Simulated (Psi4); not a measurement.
# CH2NSn (SMILES N#[C][SnH2]) at UHSE06/def2-SVPD (core potential)

What is the energy change on altering one bond length of CH2NSn at UHSE06/def2-SVPD (core potential)? The job is set up through a Python script.

The results are computed with Psi4 1.11.

1 further run of the same task is left out (set aside as unsound or not needed).

## 1. The system as given

CH2NSn: 5 atoms, total charge 0, spin state doublet. As SMILES, `N#[C][SnH2]`. The coordinates come from a PBE0-D4/def2-TZVP relaxation.

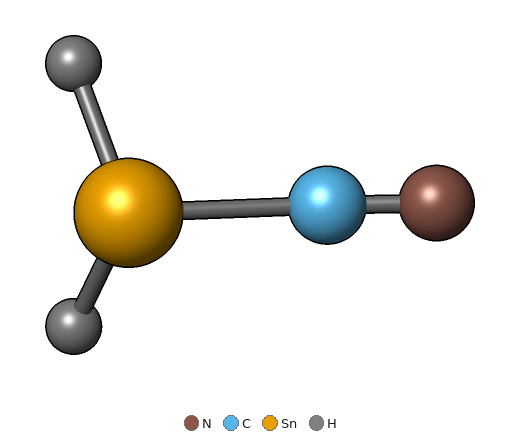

The structure, seen from a chosen angle (nitrogen brown, carbon blue, tin amber, hydrogen grey).

## 2. Energy and forces at UHSE06/def2-SVPD (core potential)

ch2nsn.xyz

```xyz
5
CH2NSn
N      0.833800    -1.535700     1.665600
C      0.506000    -0.851500     0.796000
Sn     0.009600     0.331100    -0.886300
H     -1.648500     0.038200    -1.184000
H      0.349000     1.944400    -0.432600
```

job.py

```python
import psi4

psi4.set_memory('2200 MB')
psi4.set_num_threads(1)
psi4.core.set_output_file('run.log', False)

with open('ch2nsn.xyz') as f:
    atoms = ''.join(f.readlines()[2:])
m = psi4.geometry('0 2\n' + atoms + 'symmetry c1')

options = {'basis': 'def2-SVPD', 'reference': 'uks', 'puream': True, 'e_convergence': 1e-09, 'd_convergence': 1e-08, 'scf_type': 'pk', 'dft_radial_points': 99, 'dft_spherical_points': 590, 'maxiter': 100}
psi4.set_options(options)

E, wfn = psi4.gradient("hse06", molecule=m, return_wfn=True)
psi4.oeprop(wfn, "MAYER_INDICES", "WIBERG_LOWDIN_INDICES", "DIPOLE")
print('gradient / Eh bohr^-1')
print(E.np.round(6))
print(f'energy = {wfn.energy():.10f} Eh')
```

Launch:

```sh
$ python job.py
```

run.log:

```text
[...]
    !!!  WARNING: ECP capability is in beta. Please check occupations closely.  !!!
[...]
  Running in c1 symmetry.
[...]
  Nuclear repulsion =   94.907877767547262
[...]
  Multiplicity = 2
[...]
  Nalpha       = 19
  Nbeta        = 18
[...]
    Number of basis functions: 88
[...]
   @UKS iter   1:  -307.90493585864994   -1.20881e+00   6.65600e-03 ADIIS/DIIS
[...]
   @UKS iter  15:  -308.11507770674092   -7.10543e-12   1.79911e-09 DIIS
[...]
   @S^2 Observed:                7.521474076E-01
[...]
    Orbital Energies [Eh]
    ---------------------
    Alpha Occupied:
       1A    -14.383411     2A    -10.248446     3A     -5.171845
       4A     -3.506489     5A     -3.503930     6A     -3.500878
       7A     -1.072113     8A     -1.068872     9A     -1.068715
      10A     -1.064923    11A     -1.064763    12A     -0.906140
      13A     -0.574258    14A     -0.429184    15A     -0.373042
      16A     -0.358715    17A     -0.349909    18A     -0.339433
      19A     -0.243961
    Alpha Virtual:
      20A     -0.037526    21A     -0.031805    22A     -0.028756
      23A      0.001313    24A      0.025710    25A      0.026364
[...]
  @UKS Final Energy:  -308.11507770674092
   => Energetics <=
    Nuclear Repulsion Energy =             94.9078777675472622
    One-Electron Energy =                -690.7466366005585314
    Two-Electron Energy =                 311.8238032722492221
    DFT Exchange-Correlation Energy =     -24.1001221459788368
    Empirical Dispersion Energy =           0.0000000000000000
    VV10 Nonlocal Energy =                  0.0000000000000000
    Total Energy =                       -308.1150777067409194
[...]
  -Total Gradient:
     Atom            X                  Y                   Z
    ------   -----------------  -----------------  -----------------
       1       -0.004828906662     0.010013693189    -0.012590048327
       2        0.003839418742    -0.007632415563     0.009163440098
       3       -0.000547173000    -0.000820917333     0.003534097908
       4        0.001957650470     0.000340824714     0.000380607034
       5       -0.000403430394    -0.001913870648    -0.000502590938
[...]
 Multipole Moments:
 ------------------------------------------------------------------------------------
     Multipole            Electronic (a.u.)      Nuclear  (a.u.)        Total (a.u.)
 ------------------------------------------------------------------------------------
 L = 1.  Multiply by 2.5417464519 to convert [e a0] to [Debye]
 Dipole X            :         -6.7817765            6.3960812           -0.3856953
 Dipole Y            :         18.1088542          -17.1723876            0.9364667
 Dipole Z            :        -27.9727931           26.6182836           -1.3545095
 Magnitude           :                                                    1.6912796
[...]
```

On the terminal:

```text
gradient / Eh bohr^-1
[[-0.004829  0.010014 -0.01259 ]
 [ 0.003839 -0.007632  0.009163]
 [-0.000547 -0.000821  0.003534]
 [ 0.001958  0.000341  0.000381]
 [-0.000403 -0.001914 -0.000503]]
energy = -308.1150777067 Eh
```

It took 2.1 min on 1 thread of Intel Xeon at 2.50GHz (Skylake/Cascade Lake), shared host; peak memory 1 GiB.

## 3. The distorted shape, same level

ch2nsn.xyz

```xyz
5
CH2NSn
N      1.331276    -1.447822     1.754918
C      1.003476    -0.763622     0.885318
Sn     0.507076     0.418978    -0.796982
H     -1.648500     0.038200    -1.184000
H      0.846476     2.032278    -0.343282
```

calc.py

```python
import psi4

psi4.set_memory(2200000000)
psi4.set_num_threads(1)
psi4.core.set_output_file('psi4.out', False)

with open('ch2nsn.xyz') as f:
    atoms = ''.join(f.readlines()[2:])
geom = psi4.geometry('0 2\n' + atoms + 'symmetry c1\nno_reorient\nno_com')

options = {'basis': 'def2-SVPD', 'reference': 'uks', 'puream': True, 'e_convergence': 1e-09, 'd_convergence': 1e-08, 'scf_type': 'pk', 'dft_radial_points': 99, 'dft_spherical_points': 590, 'maxiter': 100}
psi4.set_options(options)

energy_value, wavefunction = psi4.gradient('hse06', molecule=geom, return_wfn=True)
psi4.oeprop(wavefunction, 'DIPOLE', 'QUADRUPOLE', 'WIBERG_LOWDIN_INDICES', title='HSE06')
print('gradient / Eh bohr^-1')
print(energy_value.np.round(6))
print(f'energy = {wavefunction.energy():.10f} Eh')
```

Launch:

```sh
$ python calc.py
```

psi4.out, cut to the lines that bear on the results:

```text
[...]
    !!!  WARNING: ECP capability is in beta. Please check occupations closely.  !!!
[...]
  Running in c1 symmetry.
[...]
  Nuclear repulsion =   93.121091603709417
[...]
  Multiplicity = 2
[...]
  Nalpha       = 19
  Nbeta        = 18
[...]
    Number of basis functions: 88
[...]
   @UKS iter   1:  -307.80106922674031   -1.14720e+00   7.16146e-03 DIIS/ADIIS
[...]
   @UKS iter  17:  -308.08266323603027   -5.62750e-12   8.30415e-09 DIIS
[...]
   @S^2 Observed:                7.608208088E-01
[...]
  @UKS Final Energy:  -308.08266323603027
   => Energetics <=
    Nuclear Repulsion Energy =             93.1210916037094165
    One-Electron Energy =                -687.0454043795404004
    Two-Electron Energy =                 309.8913323839744294
    DFT Exchange-Correlation Energy =     -24.0496828441736703
    Empirical Dispersion Energy =           0.0000000000000000
    VV10 Nonlocal Energy =                  0.0000000000000000
    Total Energy =                       -308.0826632360302710
[...]
  -Total Gradient:
     Atom            X                  Y                   Z
    ------   -----------------  -----------------  -----------------
       1       -0.005074235697     0.010831348314    -0.012756794491
       2        0.003941644850    -0.008355513772     0.006189185052
       3        0.046658097071     0.011036045741     0.018948903893
       4       -0.045295145260    -0.008625946864    -0.009122815579
       5       -0.000215576381    -0.004896056960    -0.003265956645
[...]
 Multipole Moments:
 ------------------------------------------------------------------------------------
     Multipole            Electronic (a.u.)      Nuclear  (a.u.)        Total (a.u.)
 ------------------------------------------------------------------------------------
 L = 1.  Multiply by 2.5417464519 to convert [e a0] to [Debye]
 Dipole X            :        -48.6416768           48.5535573           -0.0881195
 Dipole Y            :          7.4458049           -6.4789109            0.9668940
 Dipole Z            :          1.5370649           -2.7676022           -1.2305373
 Magnitude           :                                                    1.5674409
 L = 2.  Multiply by 1.3450342976 to convert [e a0^2] to [Debye ang]
 Quadrupole XX       :       -127.0941423           98.3424916          -28.7516506
 Quadrupole XY       :         44.3210199          -41.9904725            2.3305474
[...]
```

On the terminal:

```text
gradient / Eh bohr^-1
[[-0.005074  0.010831 -0.012757]
 [ 0.003942 -0.008356  0.006189]
 [ 0.046658  0.011036  0.018949]
 [-0.045295 -0.008626 -0.009123]
 [-0.000216 -0.004896 -0.003266]]
energy = -308.0826632360 Eh
```

Wall time 2.4 min (1 thread of Intel Xeon at 2.50GHz (Skylake/Cascade Lake), shared host); peak memory 1 GiB.

## 4. Results

Level: UHSE06/def2-SVPD (core potential).

```
                                                          quantity          value
                                         first shape: total energy  -308.11508 Eh
                                        first shape: dipole moment         4.30 D
                   first shape: HOMO energy (highest over α and β)       -6.64 eV
                    first shape: LUMO energy (lowest over α and β)       -4.42 eV
                                                 first shape: ⟨S²⟩          0.752
                             first shape: largest force on an atom     0.864 eV/Å
                                     distorted shape: total energy  -308.08266 Eh
                                    distorted shape: dipole moment         3.98 D
               distorted shape: HOMO energy (highest over α and β)       -6.79 eV
                distorted shape: LUMO energy (lowest over α and β)       -4.70 eV
                                             distorted shape: ⟨S²⟩          0.761
                         distorted shape: largest force on an atom     2.651 eV/Å
energy change with the Sn3–H4 bond stretched from 1.710 to 2.223 Å       0.882 eV
```

With the Sn3–H4 bond stretched from 1.710 to 2.223 Å the energy rises by 0.88 eV (20.3 kcal/mol). The first shape isn't relaxed at this level, so the change isn't measured from a minimum. The largest force (first shape) is 0.86 eV/Å: the shape isn't a stationary point for this species at this level.
